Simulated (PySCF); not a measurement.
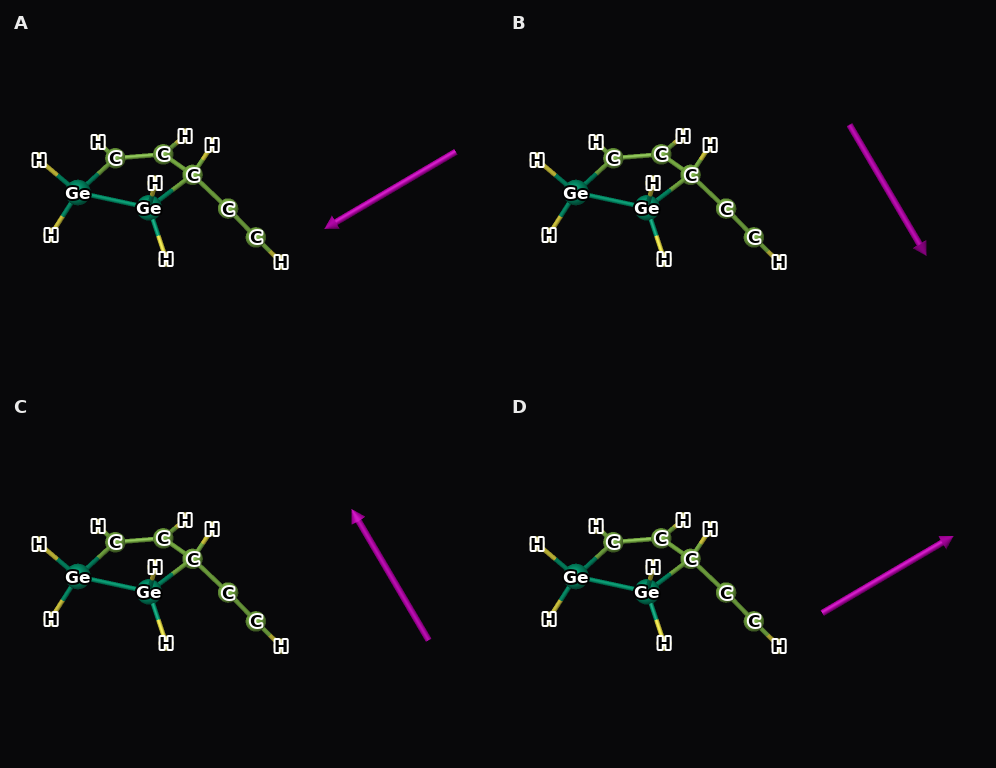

The same molecule four times, each with an arrow. The computed structure is the end point of a GFN2-xTB optimisation. No frequency run is at hand to confirm it as a minimum. Level of theory: B3LYP/def2-SVPD, gas phase (PySCF 2.14.0).

Which arrow points along the dipole moment, from the negative to the positive end?

C. The dipole moment is 0.57 D.

The geometry is semi-empirical. Around Ge such bond lengths and angles can be off by a tenth of an ångström or more and by several degrees, and values that hang on the shape move with them.
